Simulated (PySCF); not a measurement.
**C7H6ClF: a tour of settings**

Which settings matter for C7H6ClF (`FCc1ccc(Cl)cc1`), and how do bad ones show?

Programs: PySCF 2.14.0, with density-fitted response routines of our own. Each step states its level of theory. These are calculated values for one molecule in the gas phase, unless marked as measured. Atoms are numbered from 0 throughout.

## Step 1: The starting structure

15 atoms, charge 0, multiplicity 1; geometry from: GFN2-xTB.

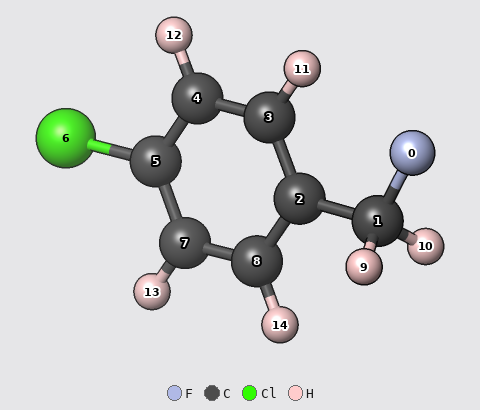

As it starts; fluorine light blue, carbon dark grey, chlorine green, hydrogen pink, atoms numbered.

## Step 2: Shielding tensors: PBE0/pcSseg-1

Job settings and geometry (Å):

```
{"job": {"kind": "nmr", "xc": "PBE0", "basis": "pcSseg-1"}, "charge": 0, "multiplicity": 1}
F      2.604323     1.386295    -0.742555
C      2.228865     0.227220    -0.116238
C      0.733723     0.081165    -0.042635
C     -0.116701     1.044034    -0.566268
C     -1.489596     0.887648    -0.485723
C     -2.011552    -0.241796     0.121273
Cl    -3.725201    -0.446357     0.222329
C     -1.174703    -1.213340     0.650077
C      0.194139    -1.046275     0.566771
H      2.670869     0.254460     0.887625
H      2.676883    -0.597071    -0.685069
H      0.296181     1.921173    -1.040126
H     -2.149255     1.638203    -0.891233
H     -1.592914    -2.088722     1.121154
H      0.850525    -1.798647     0.978706
```

Method: GIAO PBE0/pcSseg-1 NMR shielding, non-relativistic, gas phase.

Run with:

```sh
OMP_NUM_THREADS=1 python probes_run.py task.json out
```

One launch serves the whole session: the jobs run in the order shown.

Standard output:

```text
coarse grid: 14032 points
cycle   1  E = -829.6543135402  dE =  1.539e+00  |g| = 5.128e-01  |ddm| = 3.940e+00
cycle   2  E = -829.6287765003  dE =  2.554e-02  |g| = 6.743e-01  |ddm| = 1.112e+00
cycle   3  E = -829.7055058011  dE = -7.673e-02  |g| = 6.664e-02  |ddm| = 6.208e-01
cycle   4  E = -829.7062601605  dE = -7.544e-04  |g| = 3.311e-02  |ddm| = 1.050e-01
cycle   5  E = -829.7065032172  dE = -2.431e-04  |g| = 1.376e-02  |ddm| = 5.143e-02
cycle   6  E = -829.7065496609  dE = -4.644e-05  |g| = 3.036e-03  |ddm| = 1.610e-02
cycle   7  E = -829.7065515521  dE = -1.891e-06  |g| = 1.125e-03  |ddm| = 3.957e-03
final grid: 134040 points
cycle   8  E = -829.7653279938  dE = -3.696e-05  |g| = 8.309e-03  |ddm| = 4.875e-02
cycle   9  E = -829.7653197121  dE =  8.282e-06  |g| = 1.042e-02  |ddm| = 2.139e-02
cycle  10  E = -829.7653446040  dE = -2.489e-05  |g| = 1.474e-03  |ddm| = 1.198e-02
cycle  11  E = -829.7653449784  dE = -3.743e-07  |g| = 4.593e-04  |ddm| = 1.795e-03
cycle  12  E = -829.7653450264  dE = -4.800e-08  |g| = 1.375e-04  |ddm| = 5.973e-04
cycle  13  E = -829.7653450306  dE = -4.293e-09  |g| = 3.515e-05  |ddm| = 1.579e-04
cycle  14  E = -829.7653450309  dE = -2.631e-10  |g| = 1.075e-05  |ddm| = 4.824e-05
converged SCF energy = -829.7653450309

GIAO shielding tensors (ppm)
atom      isotropic    diamagn.    paramagn.     s11        s22        s33       span
  0 F      436.385     471.359     -34.974    411.437    421.558    476.160     64.723
  1 C      100.521     237.903    -137.382     65.666     80.964    154.932     89.265
  2 C       44.300     262.695    -218.395    -51.911     19.336    165.475    217.386
  3 C       56.987     249.310    -192.324    -47.909     36.044    182.825    230.734
  4 C       51.381     249.962    -198.582    -48.035     42.740    159.437    207.472
  5 C       42.485     255.251    -212.765    -53.969     56.322    125.103    179.072
  6 Cl     716.481    1144.746    -428.265    549.055    590.541   1009.847    460.792
  7 C       52.424     249.706    -197.283    -46.276     43.956    159.591    205.867
  8 C       58.210     252.108    -193.897    -44.547     44.437    174.740    219.287
  9 H       25.799      27.063      -1.264     20.395     27.279     29.724      9.329
 10 H       25.799      27.060      -1.261     20.391     27.279     29.727      9.337
 11 H       23.881      31.532      -7.652     19.517     23.198     28.927      9.410
 12 H       23.997      30.261      -6.264     19.676     23.533     28.783      9.107
 13 H       24.106      30.230      -6.124     19.778     23.812     28.728      8.950
 14 H       24.512      31.998      -7.486     20.692     24.326     28.516      7.824
```

Wall time 55 s (1 thread of Arm Neoverse N1, shared host); peak memory 0.83 GiB.

Shifts follow as δ = σ(reference) − σ, with reference shieldings (ppm) from runs at the same level and on the same kind of geometry: 1H TMS 31.72, 13C TMS 186.9, 19F CFCl3 170.9, 35Cl HCl 950. The references are single molecules in the gas phase, so shifts against H2O, NH3, PH3, H3PO4 or CFCl3 are not on the usual liquid scales and can be off by tens of ppm. Atoms listed in one row are averaged.

```csv
atoms,environment,σ (ppm),δ (ppm),δ scaled to CDCl3
C5,aromatic carbon bearing chlorine,42.5,144.4,139.1
C2,substituted aromatic carbon,44.3,142.6,137.3
"C4, C7",aromatic CH,51.9,135.0,129.9
"C3, C8",aromatic CH,57.6,129.3,124.3
C1,"sp3 CH2 bonded to F, on an aromatic ring",100.5,86.4,82.4
"H12, H13",hydrogen on an aromatic CH,24.05,7.67,7.33
"H11, H14",hydrogen on an aromatic CH,24.20,7.52,7.20
"H9, H10","hydrogen on an sp3 CH2 bonded to F, on an aromatic ring",25.80,5.92,5.68
F0,fluorine on an sp3 carbon,436.4,-265.4,–
Cl6,chlorine bonded to C,716,233,–
```

The scaled column applies a straight-line fit of computed shieldings to shifts measured in CDCl3, with any fitted terms for Cl, Br or S neighbours, and one for carbons that bear F (root-mean-square error 0.16 ppm for H, 1.9 ppm for C).

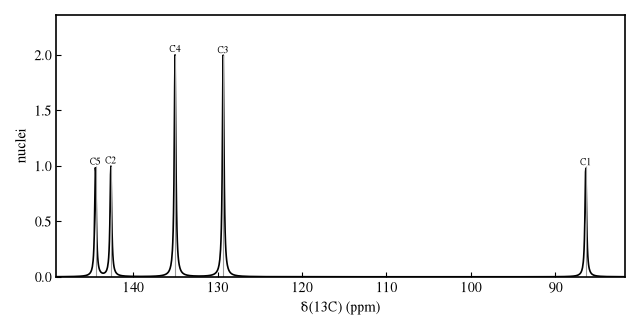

13C lines at the computed shifts, without couplings. Lines are broadened to a width of 0.23 ppm (Lorentzian).

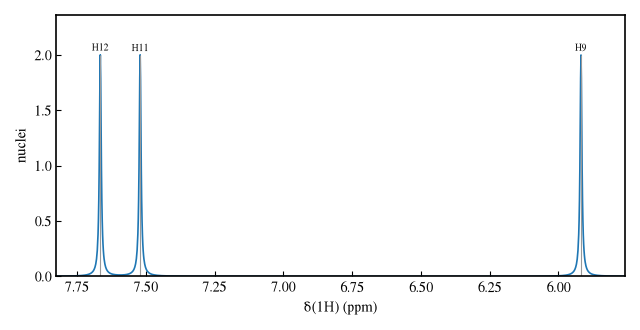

1H lines at the computed shifts, without couplings. Lines are broadened to a width of 0.01 ppm (Lorentzian).

Charges from the same density, by scheme (e):

```csv
atoms,Mulliken,IAO,Hirshfeld,ESP fit
F0,-0.33,-0.32,-0.11,-0.22
C1,0.34,0.04,0.03,-0.02
C2,-0.39,-0.02,-0.01,0.29
"C3, C8",-0.01,-0.15,-0.05,-0.38
"C4, C7",0.06,-0.16,-0.06,0.07
C5,-0.24,-0.01,0.01,-0.18
Cl6,-0.09,-0.03,-0.03,-0.07
```

Hirshfeld charges:

F0 -0.11; C1 0.03; C2 -0.01; C3 -0.05; C4 -0.06; C5 0.01; Cl6 -0.03; C7 -0.06; C8 -0.05; H9 0.05; H10 0.05; H11 0.05; H12 0.05; H13 0.05; H14 0.05

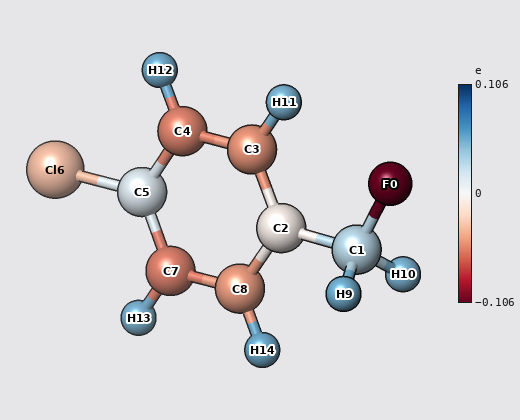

Hirshfeld charges, as colours on the atoms.

Mayer bond orders: F0–C1 0.90, C1–C2 1.01, C2–C3 1.42, C3–C4 1.42, C4–C5 1.36, C5–Cl6 1.08, C5–C7 1.35, C7–C8 1.45, C8–C2 1.38.

Ring of atoms C2, C3, C4, C5, C7, C8: NICS(0) -9.0, NICS(1) -11.0, NICS(1)zz -27.1 ppm (means of both faces).

The fields below are evaluated on a grid from the run's orbitals.

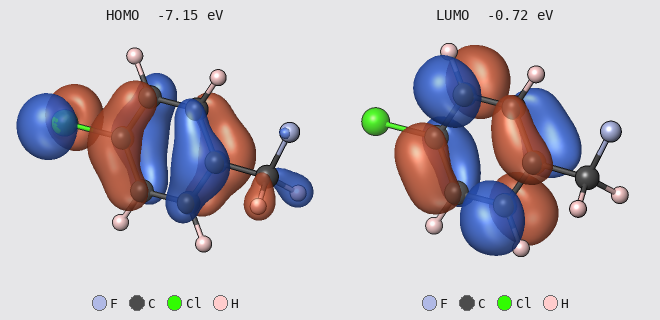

PBE0/pcSseg-1 orbitals near the gap, drawn at the value that encloses 70 % of each; the two colours are the two signs.

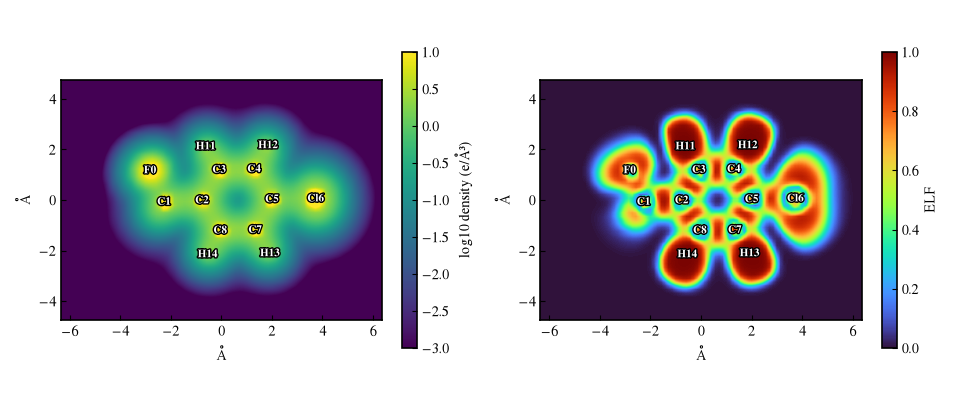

Density (left) and ELF (right) in a plane through or near 13 of the atoms.

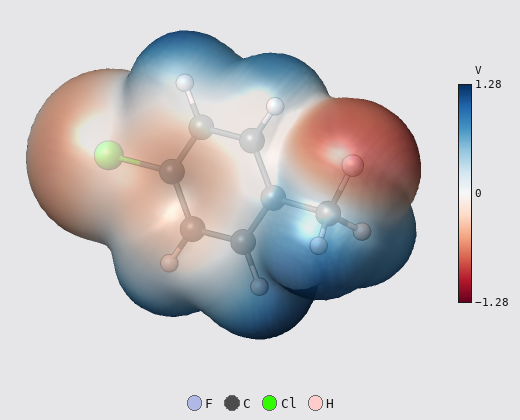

The potential that a unit positive charge feels on the 0.002 e/bohr³ surface, from -0.84 V near F0 to 1.28 V near H14.

## Step 3: Excited states and response: PBE0/def2-SVPD

Settings changed since step 2:

```diff
@@ -1,2 +1,2 @@
-{"job": {"kind": "nmr", "xc": "PBE0", "basis": "pcSseg-1"}, "charge": 0, "multiplicity": 1}
+{"job": {"kind": "uv", "xc": "PBE0", "basis": "def2-SVPD", "nstates": 6, "ntriplets": 2}, "charge": 0, "multiplicity": 1}
 F      2.604323     1.386295    -0.742555
```

With the program's defaults for keys left out, this is: TDDFT PBE0/def2-SVPD, vertical, gas phase, core orbitals frozen in the response.

Standard output:

```text
coarse grid: 14032 points
cycle   1  E = -829.2943132501  dE =  1.454e+00  |g| = 4.733e-01  |ddm| = 1.169e+01
cycle   2  E = -829.2678182114  dE =  2.650e-02  |g| = 6.310e-01  |ddm| = 3.582e+00
cycle   3  E = -829.3411286957  dE = -7.331e-02  |g| = 6.607e-02  |ddm| = 1.369e+00
cycle   4  E = -829.3418673446  dE = -7.386e-04  |g| = 3.189e-02  |ddm| = 3.101e-01
cycle   5  E = -829.3421028797  dE = -2.355e-04  |g| = 1.308e-02  |ddm| = 1.520e-01
cycle   6  E = -829.3421466539  dE = -4.377e-05  |g| = 3.198e-03  |ddm| = 5.193e-02
cycle   7  E = -829.3421489278  dE = -2.274e-06  |g| = 9.038e-04  |ddm| = 1.086e-02
final grid: 134040 points
cycle   8  E = -829.4408334730  dE = -3.128e-05  |g| = 7.859e-03  |ddm| = 2.698e-01
cycle   9  E = -829.4408244826  dE =  8.990e-06  |g| = 1.026e-02  |ddm| = 5.452e-02
cycle  10  E = -829.4408489743  dE = -2.449e-05  |g| = 1.255e-03  |ddm| = 2.526e-02
cycle  11  E = -829.4408492998  dE = -3.255e-07  |g| = 3.337e-04  |ddm| = 4.339e-03
cycle  12  E = -829.4408493250  dE = -2.514e-08  |g| = 1.242e-04  |ddm| = 1.569e-03
cycle  13  E = -829.4408493287  dE = -3.778e-09  |g| = 3.238e-05  |ddm| = 4.896e-04
cycle  14  E = -829.4408493290  dE = -2.424e-10  |g| = 1.093e-05  |ddm| = 1.626e-04
converged SCF energy = -829.4408493290

Static polarisability (au): isotropic 94.748, principal 58.600 93.869 131.774

Singlet excitations
state   eV       nm        f      main configurations
  1   5.2207    237.5   0.00859   H->L 0.53, H->L+1 0.21, H-1->L+1 0.16
  2   5.8133    213.3   0.16565   H->L+1 0.54, H->L 0.29, H-1->L 0.14
  3   6.4162    193.2   0.00006   H->L+2 0.85, H->L+3 0.12
  4   6.7500    183.7   0.33442   H-1->L 0.39, H-1->L+1 0.27, H->L+1 0.17
  5   6.8954    179.8   0.60667   H-1->L+1 0.49, H-1->L 0.32
  6   6.9238    179.1   0.00094   H->L+3 0.82, H->L+2 0.12

Triplet excitations (Tamm-Dancoff, eV): 3.9601 4.4846
```

Wall time 85 s (1 thread of Arm Neoverse N1, shared host); peak memory 0.96 GiB.

The orbitals next to the gap, with their largest atomic shares:

```csv
orbital,eV,atoms
HOMO−3,-9.51,"Cl6 40 %, C2 8 %, F0 8 %"
HOMO−2,-9.05,"Cl6 78 %, C5 9 %"
HOMO−1,-7.88,"C7 21 %, C3 20 %, C8 20 %"
HOMO,-7.16,"Cl6 22 %, C5 19 %, C2 18 %"
LUMO,-0.79,"C8 22 %, C4 21 %, C2 12 %"
LUMO+1,-0.63,"C7 20 %, C3 19 %, C5 17 %"
LUMO+2,0.52,"Cl6 28 %, H14 9 %, C1 9 %"
```

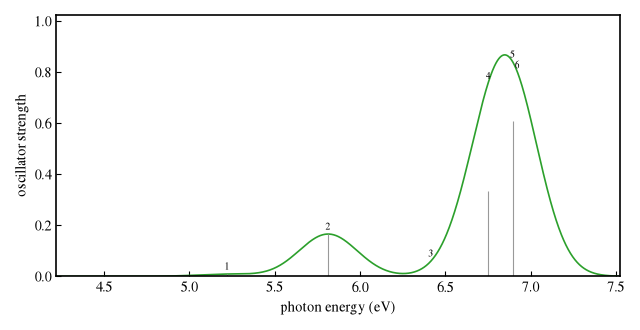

Absorption spectrum from the 6 singlet states computed; above the last one it falls off for lack of states. Lines are broadened to a width of 0.40 eV (Gaussian).

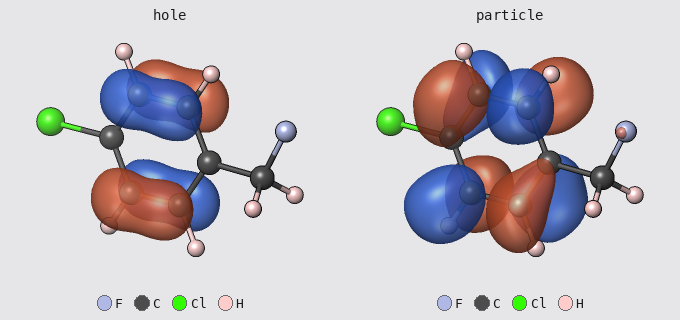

Leading natural transition orbitals of singlet state 5: the electron leaves the hole (left) for the particle orbital (right).

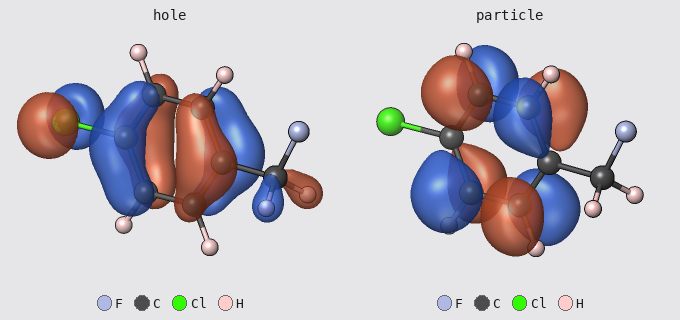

Leading natural transition orbitals of singlet state 1: the electron leaves the hole (left) for the particle orbital (right).

Ground-state properties from the same run:

```csv
property,computed
dipole moment (D),1.81
polarisability (Å³),14.04
HOMO–LUMO gap (eV),6.37
−ε(HOMO) (eV),7.16
```

[end of part 1 of 2]
